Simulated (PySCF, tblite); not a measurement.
**C₆H₁₅NSi: geometry, infrared bands and NMR shifts**

Aim: predict the infrared bands and NMR shifts of C₆H₁₅NSi (`[H]/N=C\C(C)(C)[SiH2]CC`).

The runs use tblite 0.8.0 and PySCF 2.14.0, with density-fitted response routines of our own; the level of theory stands in each step. All values are computed, except where a source is named. Atoms are numbered from 0 throughout.

## (1) The molecule as given

23 atoms, charge 0, multiplicity 1; geometry from: force field or distance geometry start.

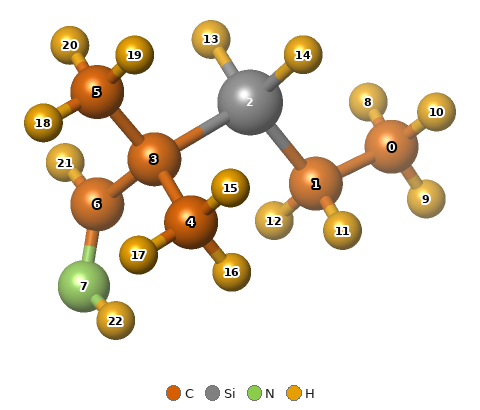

The starting geometry (carbon orange, silicon grey, nitrogen green, hydrogen amber), atoms numbered.

## (2) Optimising the geometry with GFN2-xTB

Job settings and geometry (Å):

```
{"job": {"kind": "relax", "xc": "GFN2-xTB", "basis": "xTB"}, "charge": 0, "multiplicity": 1}
C      3.267500    -0.854500    -0.334500
C      1.744700    -0.927600    -0.154800
Si     0.862500     0.711000    -0.145100
C     -1.085700     0.452500     0.060200
C     -1.392200    -0.216100     1.434600
C     -1.825600     1.801000     0.001200
C     -1.574900    -0.372000    -1.128100
N     -2.105300    -1.544800    -1.059700
H      3.522900    -0.390400    -1.290200
H      3.690500    -1.857100    -0.313700
H      3.727900    -0.269500     0.462500
H      1.538900    -1.445300     0.804100
H      1.325700    -1.559000    -0.929200
H      1.084400     1.424100    -1.435600
H      1.331000     1.574700     0.971600
H     -1.053800     0.411400     2.274200
H     -0.900800    -1.186900     1.532200
H     -2.469600    -0.379600     1.554200
H     -2.905500     1.664300     0.094800
H     -1.500300     2.473100     0.818800
H     -1.641900     2.325500    -0.941900
H     -1.460400     0.083200    -2.123800
H     -2.184800    -1.890900    -0.093200
```

Run with:

```
OMP_NUM_THREADS=1 python probes_run.py task.json out
```

One launch serves the whole session: the jobs run in the order shown.

Standard output:

```text
step      E/eV     max force
  0    -683.07947    2.046
  1    -683.15261    1.991
  2    -683.19557    0.536
  3    -683.21526    0.380
  4    -683.22851    0.227
  5    -683.23288    0.183
  6    -683.23964    0.221
  7    -683.24403    0.220
  8    -683.24755    0.111
  9    -683.24937    0.078
 10    -683.25078    0.095
 11    -683.25207    0.104
 12    -683.25343    0.080
 13    -683.25487    0.083
 14    -683.25645    0.090
 15    -683.25795    0.105
 16    -683.25913    0.073
 17    -683.26000    0.051
 18    -683.26079    0.056
 19    -683.26168    0.083
 20    -683.26260    0.091
 21    -683.26341    0.063
 22    -683.26403    0.053
 23    -683.26449    0.045
 24    -683.26480    0.039
 25    -683.26504    0.033
 26    -683.26526    0.041
 27    -683.26555    0.054
 28    -683.26592    0.053
 29    -683.26637    0.058
 30    -683.26694    0.050
 31    -683.26763    0.053
 32    -683.26835    0.056
 33    -683.26895    0.044
 34    -683.26942    0.057
 35    -683.26985    0.067
 36    -683.27030    0.057
 37    -683.27072    0.052
 38    -683.27105    0.034
 39    -683.27134    0.036
 40    -683.27164    0.041
 41    -683.27194    0.038
 42    -683.27223    0.041
 43    -683.27249    0.035
 44    -683.27275    0.041
 45    -683.27302    0.042
 46    -683.27325    0.038
 47    -683.27342    0.032
 48    -683.27357    0.024
 49    -683.27371    0.028
 50    -683.27385    0.033
 51    -683.27397    0.025
 52    -683.27407    0.038
 53    -683.27419    0.031
 54    -683.27431    0.024
 55    -683.27442    0.022
 56    -683.27447    0.015
 57    -683.27453    0.019
 58    -683.27458    0.018
 59    -683.27462    0.013
 60    -683.27466    0.013
 61    -683.27469    0.014
 62    -683.27473    0.019
 63    -683.27478    0.023
 64    -683.27486    0.024
 65    -683.27497    0.023
 66    -683.27509    0.027
 67    -683.27523    0.032
 68    -683.27538    0.034
 69    -683.27555    0.034
 70    -683.27572    0.025
 71    -683.27584    0.021
 72    -683.27589    0.018
 73    -683.27593    0.018
 74    -683.27596    0.012
 75    -683.27599    0.012
 76    -683.27601    0.012
 77    -683.27602    0.010
 78    -683.27604    0.015
 79    -683.27606    0.010
```

Wall time 0.66 s (1 thread of Intel Xeon Platinum 8488C, shared host); peak memory 0.18 GiB.

Step by step: (not every step is listed)

| step | energy from step 0 (eV) | largest force (eV/Å) |
| --- | --- | --- |
| 0 | 0.0000 | 2.0464 |
| 1 | -0.0731 | 1.9913 |
| 2 | -0.1161 | 0.5356 |
| 3 | -0.1358 | 0.3802 |
| 4 | -0.1490 | 0.2274 |
| 5 | -0.1534 | 0.1833 |
| 6 | -0.1602 | 0.2206 |
| 7 | -0.1646 | 0.2197 |
| 8 | -0.1681 | 0.1106 |
| 14 | -0.1770 | 0.0896 |
| 20 | -0.1831 | 0.0915 |
| 26 | -0.1858 | 0.0413 |
| 32 | -0.1889 | 0.0559 |
| 38 | -0.1916 | 0.0345 |
| 44 | -0.1933 | 0.0414 |
| 50 | -0.1944 | 0.0333 |
| 56 | -0.1950 | 0.0151 |
| 62 | -0.1953 | 0.0187 |
| 68 | -0.1959 | 0.0345 |
| 74 | -0.1965 | 0.0122 |
| 75 | -0.1965 | 0.0120 |
| 76 | -0.1965 | 0.0118 |
| 77 | -0.1966 | 0.0105 |
| 78 | -0.1966 | 0.0148 |
| 79 | -0.1966 | 0.0099 |

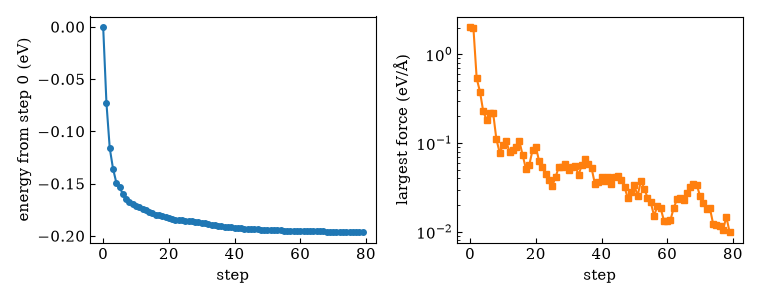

Energy and largest force along the relaxation.

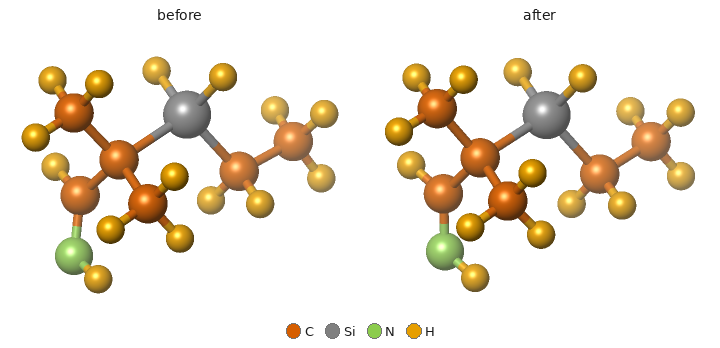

Before and after, at one scale.

Close pairs (by a distance rule), those that changed most:

| bond | before (Å) | after (Å) | change (Å) |
| --- | --- | --- | --- |
| Si2–C3 | 1.976 | 1.930 | -0.046 |
| C1–Si2 | 1.861 | 1.899 | +0.038 |
| C6–N7 | 1.289 | 1.256 | -0.033 |
| C3–C6 | 1.527 | 1.494 | -0.033 |
| C3–C4 | 1.559 | 1.529 | -0.030 |
| Si2–H13 | 1.491 | 1.468 | -0.023 |
| C5–H19 | 1.107 | 1.088 | -0.019 |
| Si2–H14 | 1.487 | 1.470 | -0.018 |

The next job starts from the end point, and lists it.

## (3) Infrared spectrum with GFN2-xTB

Job settings and geometry (Å):

```
{"job": {"kind": "ir", "xc": "GFN2-xTB", "basis": "xTB"}, "charge": 0, "multiplicity": 1}
C      3.179448    -0.857868    -0.348072
C      1.678792    -0.991467    -0.117690
Si     0.801778     0.692825    -0.136427
C     -1.103344     0.476096     0.082538
C     -1.418444    -0.177144     1.428210
C     -1.773213     1.848231     0.007338
C     -1.564462    -0.359107    -1.067415
N     -1.835350    -1.584669    -1.120282
H      3.379170    -0.391828    -1.309394
H      3.663718    -1.832575    -0.333634
H      3.631443    -0.240434     0.424331
H      1.516826    -1.497367     0.836145
H      1.255442    -1.639880    -0.887611
H      1.045850     1.381195    -1.409474
H      1.273849     1.534958     0.971583
H     -1.107026     0.473228     2.242855
H     -0.901498    -1.128465     1.543480
H     -2.490516    -0.355486     1.525344
H     -2.852990     1.752213     0.121606
H     -1.404773     2.499287     0.797201
H     -1.572754     2.327603    -0.948222
H     -1.653628     0.179661    -2.008974
H     -1.753071    -2.082021    -0.234584
```

Standard output:

```text
mode    cm-1     km/mol
  1      46.3      0.68
  2      53.2      0.38
  3      73.8      0.18
  4     116.7      0.24
  5     212.7      0.29
  6     215.8      2.29
  7     222.0      0.24
  8     232.9      0.72
  9     242.6      1.94
 10     252.0      0.18
 11     298.5      2.07
 12     352.9      2.34
 13     368.7      1.91
 14     461.0     44.37
 15     516.9      0.63
 16     584.6      5.46
 17     627.9     24.02
 18     701.6    118.90
 19     728.5    126.97
 20     737.3     66.82
 21     770.8    103.51
 22     776.8    255.18
 23     875.2     55.79
 24     969.6      3.48
 25     979.3      3.14
 26     984.3     25.18
 27    1021.8      3.89
 28    1022.5      7.95
 29    1078.0      5.55
 30    1079.3     40.61
 31    1142.0     43.16
 32    1157.4      9.97
 33    1208.8     23.12
 34    1240.1      2.96
 35    1245.6     44.20
 36    1290.8      6.40
 37    1364.9     46.50
 38    1408.8      5.05
 39    1420.1      0.50
 40    1424.2      0.90
 41    1475.4      1.00
 42    1501.3      1.38
 43    1504.1      1.17
 44    1511.2      4.03
 45    1512.0      1.77
 46    1513.0      3.88
 47    1515.2      2.73
 48    1718.4    248.69
 49    2217.2    380.00
 50    2238.0    225.46
 51    2963.3     29.36
 52    2976.2     25.07
 53    2978.3     60.73
 54    2991.2     26.52
 55    3001.4     51.99
 56    3013.7     28.98
 57    3019.4     45.34
 58    3023.0     28.27
 59    3030.0     41.86
 60    3031.9     31.81
 61    3034.8     55.83
 62    3043.4     33.12
 63    3322.3     21.62
```

It took 1 s on 1 thread of Intel Xeon Platinum 8488C, shared host; peak memory 0.18 GiB.

Which atoms move in the most intense modes:

| cm⁻¹ | km/mol | atoms |
| --- | --- | --- |
| 702 | 118.9 | H13 35 %, H14 29 %, C1 20 % |
| 728 | 127.0 | Si2 32 %, C1 20 %, H13 11 % |
| 737 | 66.8 | H11 28 %, H12 24 %, C1 18 % |
| 771 | 103.5 | C6 29 %, H22 16 % |
| 777 | 255.2 | H14 45 %, H13 45 % |
| 1718 | 248.7 | C6 59 %, N7 39 % |
| 2217 | 380.0 | H14 89 % |
| 2238 | 225.5 | H13 90 % |

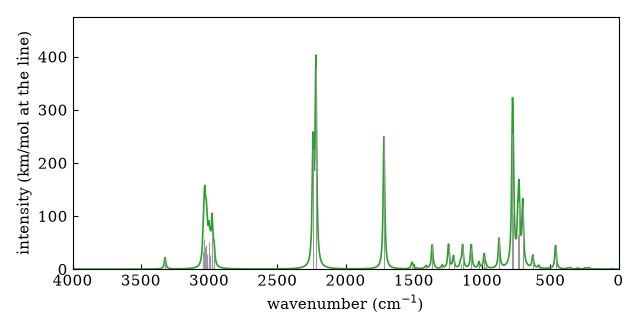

The infrared spectrum from these modes, unscaled. Lines are broadened to a width of 14 cm⁻¹ (Lorentzian).

## (4) Nuclear shieldings: PBE0/pcSseg-1

Same as in step 3 but for these lines:

```diff
@@ -1,2 +1,2 @@
-{"job": {"kind": "ir", "xc": "GFN2-xTB", "basis": "xTB"}, "charge": 0, "multiplicity": 1}
+{"job": {"kind": "nmr", "xc": "PBE0", "basis": "pcSseg-1"}, "charge": 0, "multiplicity": 1}
 C      3.179448    -0.857868    -0.348072
```

Method: GIAO PBE0/pcSseg-1 NMR shielding, non-relativistic, gas phase.

Standard output:

```text
coarse grid: 18504 points
cycle   1  E = -581.2513347979  dE =  6.210e-01  |g| = 5.419e-01  |ddm| = 4.095e+00
cycle   2  E = -581.2079581049  dE =  4.338e-02  |g| = 7.073e-01  |ddm| = 1.187e+00
cycle   3  E = -581.3232542374  dE = -1.153e-01  |g| = 1.292e-01  |ddm| = 7.187e-01
cycle   4  E = -581.3266817206  dE = -3.427e-03  |g| = 4.561e-02  |ddm| = 1.445e-01
cycle   5  E = -581.3271540804  dE = -4.724e-04  |g| = 7.626e-03  |ddm| = 5.332e-02
cycle   6  E = -581.3271667571  dE = -1.268e-05  |g| = 2.613e-03  |ddm| = 9.968e-03
cycle   7  E = -581.3271682806  dE = -1.524e-06  |g| = 4.287e-04  |ddm| = 2.346e-03
final grid: 170752 points
cycle   8  E = -581.3724564919  dE = -5.912e-05  |g| = 9.834e-03  |ddm| = 4.227e-02
cycle   9  E = -581.3724488080  dE =  7.684e-06  |g| = 1.133e-02  |ddm| = 1.882e-02
cycle  10  E = -581.3724813184  dE = -3.251e-05  |g| = 5.987e-04  |ddm| = 1.008e-02
cycle  11  E = -581.3724813831  dE = -6.473e-08  |g| = 2.819e-04  |ddm| = 7.306e-04
cycle  12  E = -581.3724813982  dE = -1.505e-08  |g| = 1.172e-04  |ddm| = 3.049e-04
cycle  13  E = -581.3724814009  dE = -2.759e-09  |g| = 3.571e-05  |ddm| = 1.262e-04
cycle  14  E = -581.3724814012  dE = -2.747e-10  |g| = 5.921e-06  |ddm| = 4.009e-05
converged SCF energy = -581.3724814012

GIAO shielding tensors (ppm)
atom      isotropic    diamagn.    paramagn.     s11        s22        s33       span
  0 C      176.795     244.402     -67.607    169.467    171.617    189.302     19.834
  1 C      183.624     256.279     -72.655    177.370    180.342    193.160     15.790
  2 Si     372.148     884.176    -512.029    322.692    359.385    434.367    111.675
  3 C      151.897     253.655    -101.758    127.112    156.372    172.207     45.095
  4 C      167.225     249.521     -82.296    153.262    164.176    184.237     30.975
  5 C      162.228     247.400     -85.172    145.128    154.772    186.783     41.655
  6 C        3.840     254.369    -250.529   -116.730     16.725    111.526    228.257
  7 N      -73.498     325.580    -399.078   -395.234    -83.697    258.436    653.670
  8 H       30.850      28.776       2.074     25.869     29.289     37.392     11.523
  9 H       30.275      27.109       3.166     24.805     27.649     38.371     13.566
 10 H       30.833      28.726       2.108     25.881     29.278     37.341     11.461
 11 H       31.105      34.774      -3.669     25.095     31.738     36.482     11.387
 12 H       31.001      34.690      -3.689     24.981     31.567     36.454     11.473
 13 H       27.787      32.665      -4.878     23.979     27.347     32.035      8.056
 14 H       27.929      32.701      -4.772     24.556     27.154     32.076      7.520
 15 H       30.699      32.414      -1.715     27.086     28.581     36.430      9.344
 16 H       30.307      34.300      -3.993     26.024     29.266     35.631      9.607
 17 H       30.977      32.215      -1.237     27.083     27.849     37.999     10.916
 18 H       30.631      30.579       0.051     26.311     28.022     37.560     11.249
 19 H       30.594      31.012      -0.419     26.726     28.544     36.511      9.785
 20 H       30.224      31.201      -0.977     25.820     28.413     36.440     10.620
 21 H       23.803      32.296      -8.494     20.572     22.256     28.580      8.008
 22 H       21.315      36.961     -15.646     10.301     24.717     28.928     18.626
```

Wall time 51 s (1 thread of Intel Xeon Platinum 8488C, shared host); peak memory 0.98 GiB.

The references, computed at this level on geometries of the same kind, shield at (ppm): ¹H TMS 31.72, ¹³C TMS 186.9, ²⁹Si TMS 349.2, ¹⁵N NH3 267.7. Their shielding less the atom's gives the shift. The references are single molecules in the gas phase, so shifts against H2O, NH3, PH3, H3PO4 or CFCl3 are not on the usual liquid scales and can be off by tens of ppm. Atoms listed in one row are averaged.

| atoms | environment | σ (ppm) | δ (ppm) |
| --- | --- | --- | --- |
| C6 | carbon bonded to C, N, H | 3.8 | 183.1 |
| C3 | carbon bonded to 3 C, Si | 151.9 | 35.0 |
| C4, C5 | carbon bonded to C, 3 H | 164.7 | 22.2 |
| C0 | carbon bonded to C, 3 H | 176.8 | 10.1 |
| C1 | carbon bonded to C, Si, 2 H | 183.6 | 3.3 |
| H22 | hydrogen on a nitrogen bonded to C | 21.32 | 10.40 |
| H21 | hydrogen on a carbon bonded to C, N | 23.80 | 7.91 |
| H13, H14 | hydrogen on a silicon bonded to 2 C | 27.86 | 3.86 |
| H15, H16, H17, H18, H19, H20 | hydrogen on a carbon bonded to C | 30.57 | 1.15 |
| H8, H9, H10 | hydrogen on a carbon bonded to C | 30.65 | 1.06 |
| H11, H12 | hydrogen on a carbon bonded to C, Si | 31.05 | 0.66 |
| Si2 | silicon bonded to 2 C, 2 H | 372.1 | -23.0 |
| N7 | nitrogen bonded to C, H | -73.5 | 341.2 |

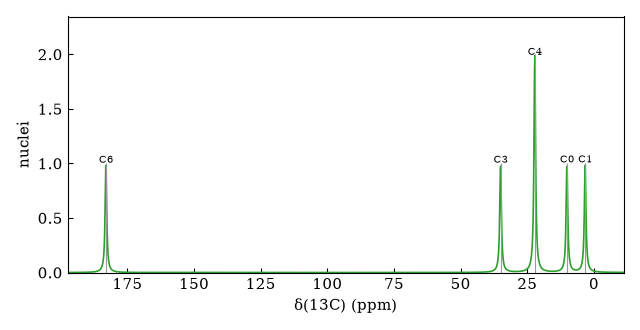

¹³C lines at the computed shifts, without couplings. Lines are broadened to a width of 0.72 ppm (Lorentzian).

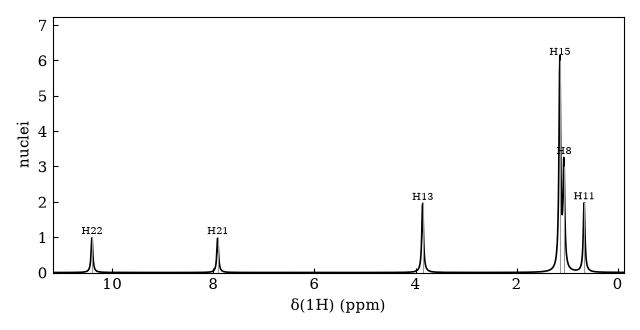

¹H lines at the computed shifts, without couplings. Lines are broadened to a width of 0.04 ppm (Lorentzian).

The run also stored atomic charges by several schemes (e):

| atoms | Mulliken | IAO | Hirshfeld | ESP fit |
| --- | --- | --- | --- | --- |
| C0 | -0.28 | -0.41 | -0.12 | -0.33 |
| C1 | -0.59 | -0.53 | -0.16 | 0.01 |
| Si2 | 0.69 | 0.75 | 0.34 | 0.27 |
| C3 | -0.77 | -0.24 | -0.06 | 0.18 |
| C4, C5 | -0.18 | -0.41 | -0.12 | -0.47 |
| C6 | 0.14 | 0.04 | 0.05 | 0.39 |
| N7 | -0.35 | -0.45 | -0.24 | -0.80 |

Mulliken charges:

C0 -0.28; C1 -0.59; Si2 0.69; C3 -0.77; C4 -0.19; C5 -0.17; C6 0.14; N7 -0.35; H8 0.12; H9 0.12; H10 0.11; H11 0.14; H12 0.16; H13 -0.07; H14 -0.07; H15 0.12; H16 0.12; H17 0.12; H18 0.12; H19 0.12; H20 0.12; H21 0.10; H22 0.15

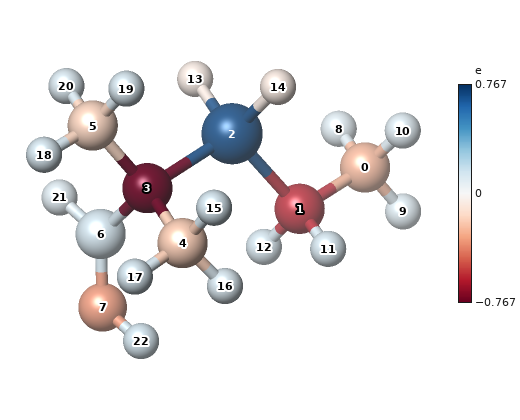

Mulliken charges, as colours on the atoms.

Mayer bond orders: C0–C1 1.06, C1–Si2 0.92, Si2–C3 0.81, C3–C4 1.02, C3–C5 1.02, C3–C6 0.94, C6–N7 2.05.

Orbitals, density, ELF and potential are computed afterwards from the orbital file.

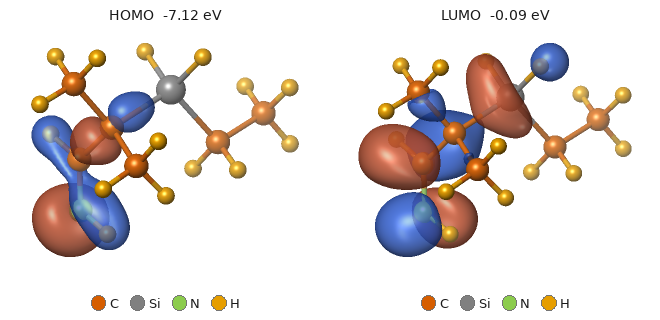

PBE0/pcSseg-1 orbitals near the gap, drawn at the value that encloses 70 % of each; the two colours are the two signs.

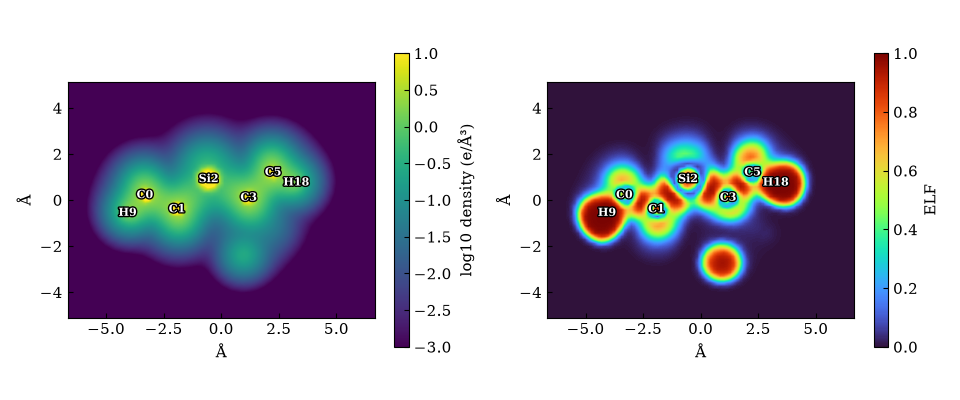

Density (left) and ELF (right) in a plane through or near 7 of the atoms.

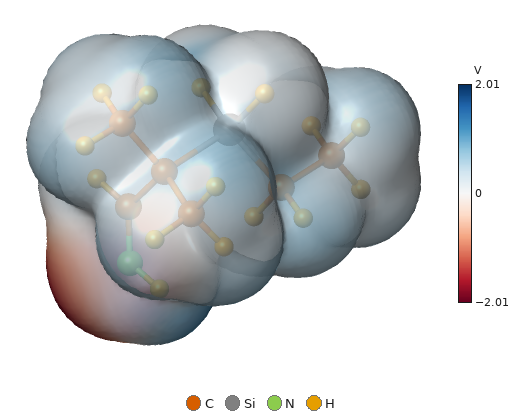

The potential that a unit positive charge feels on the 0.002 e/bohr³ surface, from -2.01 V near N7 to 0.98 V near H22.

## (5) Summary of results

| quantity | value |
| --- | --- |
| strongest single infrared mode (GFN2-xTB) | 2217 cm⁻¹, 380 km/mol |
| zero-point energy (GFN2-xTB) | 122.4 kcal/mol |
| ¹³C shifts against TMS (PBE0/pcSseg-1, means over atoms taken as alike) | 183.1, 35.0, 22.2, 10.1, 3.3 ppm |
| ¹H shifts against TMS (PBE0/pcSseg-1, means over atoms taken as alike) | 10.40, 7.91, 3.86, 1.15, 1.06, 0.66 ppm |
| ²⁹Si shifts against TMS (PBE0/pcSseg-1) | -23.0 ppm |
| ¹⁵N shifts against NH3 (PBE0/pcSseg-1) | 341.2 ppm |
| surface potential, least and greatest | -2.01 V and 0.98 V |

**Reading.** Over 79 steps the energy fell by 0.197 eV; of the close pairs, Si2–C3 changed most, 1.976 to 1.930 Å. No mode is imaginary among the 63: a minimum at this level. The strongest single mode, at 2217 cm⁻¹, moves mainly H14. GFN2-xTB is a fitted tight-binding method: band positions and strengths are rough. Its intensities can rank the bands wrongly. At PBE0/pcSseg-1: The largest span, 654 ppm, is at N7, where the paramagnetic term is -399 ppm.
